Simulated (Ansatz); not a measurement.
System: Sn5Se2S3.

```cif
data_structure
_symmetry_space_group_name_H-M 'P 1'
_symmetry_Int_Tables_number 1
_cell_length_a 4.1968
_cell_length_b 4.1968
_cell_length_c 51.3716
_cell_angle_alpha 90.000
_cell_angle_beta 90.000
_cell_angle_gamma 120.000
_cell_volume 783.59
loop_
_atom_site_label
_atom_site_type_symbol
_atom_site_fract_x
_atom_site_fract_y
_atom_site_fract_z
_atom_site_occupancy
Sn1 Sn 0.00000 0.00000 0.09678 1
Sn2 Sn 0.66667 0.33333 0.43011 1
Sn3 Sn 0.33333 0.66667 0.76345 1
Sn4 Sn 0.66667 0.33333 0.03228 1
Sn5 Sn 0.33333 0.66667 0.36561 1
Sn6 Sn 0.00000 0.00000 0.69894 1
Sn7 Sn 0.00000 0.00000 0.30106 1
Sn8 Sn 0.66667 0.33333 0.63439 1
Sn9 Sn 0.33333 0.66667 0.96772 1
Sn10 Sn 0.66667 0.33333 0.23655 1
Sn11 Sn 0.33333 0.66667 0.56989 1
Sn12 Sn 0.00000 0.00000 0.90322 1
Sn13 Sn 0.33333 0.66667 0.16667 1
Sn14 Sn 0.00000 0.00000 0.50000 1
Sn15 Sn 0.66667 0.33333 0.83333 1
Se1 Se 0.00000 0.00000 0.20159 1
Se2 Se 0.66667 0.33333 0.53492 1
Se3 Se 0.33333 0.66667 0.86825 1
Se4 Se 0.66667 0.33333 0.13175 1
Se5 Se 0.33333 0.66667 0.46508 1
Se6 Se 0.00000 0.00000 0.79841 1
S1 S 0.33333 0.66667 0.06461 1
S2 S 0.00000 0.00000 0.39794 1
S3 S 0.66667 0.33333 0.73128 1
S4 S 0.00000 0.00000 0.00000 1
S5 S 0.66667 0.33333 0.33333 1
S6 S 0.33333 0.66667 0.66667 1
S7 S 0.33333 0.66667 0.26872 1
S8 S 0.00000 0.00000 0.60206 1
S9 S 0.66667 0.33333 0.93539 1
```

Space group R-3m; a structure generated by program, which may or may not match a known phase.

Theory: Ansatz, DFT PBE, scalar-relativistic, plane waves, PAW.

Question: What will maps of the valence pseudo-density and electron localisation function show?

Answer: Sn–S (2.93 Å): ρ at the midpoint is about 0.23 e/Å³; the ELF peaks at about 0.85 in the valence shell of S, 0.8 Å from its nucleus, and drops to about 0.30 between the two atoms.
Sn–Se (3.01 Å): ρ is about 0.22 e/Å³ halfway; the ELF is about 0.40 at the midpoint.
Bader's partition of the density gives Sn +0.87 to +1.01, Se −0.87 and S −1.01 e.

Question: What Bader charges does the calculation give?

Answer: Electrons move from Sn towards Se and S. Bader charges: Sn +0.87 to +1.01, Se −0.87 and S −1.01 e.

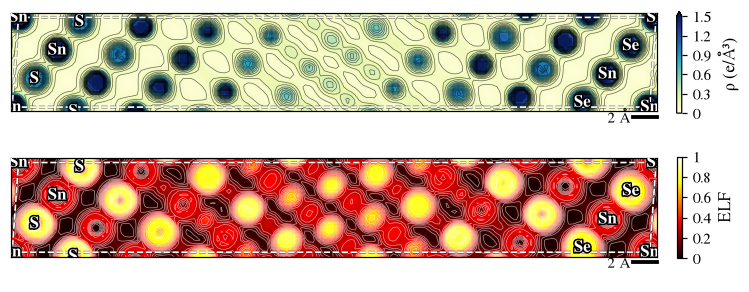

Computed valence pseudo-density and electron localisation function on the (111) plane of the conventional cell, in this order. Atoms just off the plane (Sn, 0.3 Å away, Se, 0.5 Å away and S, 0.3 Å away) can leave unmarked features too.
